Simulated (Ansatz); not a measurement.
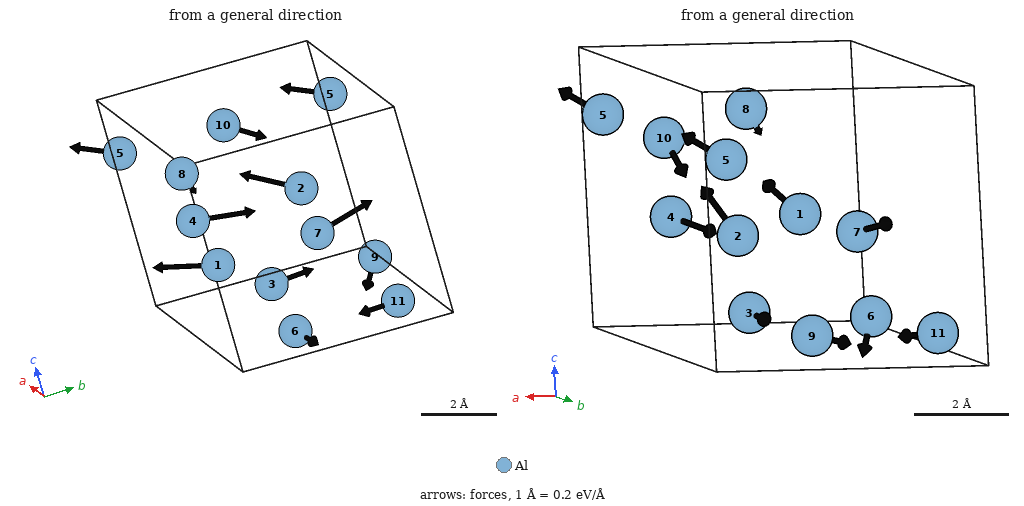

Crystal structure, spheres-only style, seen from two general directions. Thin lines show the simulation cell, with boundary atoms drawn in all their periodic places. The arrows are the computed forces on the atoms.

System: Al. Level of theory and settings: Ansatz, DFT r2SCAN, scalar-relativistic, plane waves, PAW, a kinetic-energy cutoff of 500 eV, a 6×6×6 mesh of k-points, Gaussian smearing of 0.1 eV, no spin polarisation.

**Do the forces show a relaxed structure?**

No. The atoms still feel forces of up to about 0.27 eV/Å, far above a usual threshold of 0.01 to 0.03 eV/Å.

Starting structure: a structure type filled with this element by a generator (whether the element takes this form wasn't checked). Earlier steps of the study, as a rule a relaxation of our own, may have changed the cell and positions, so they can lie some per cent off the listed ones. It went into a calculation with Ansatz.
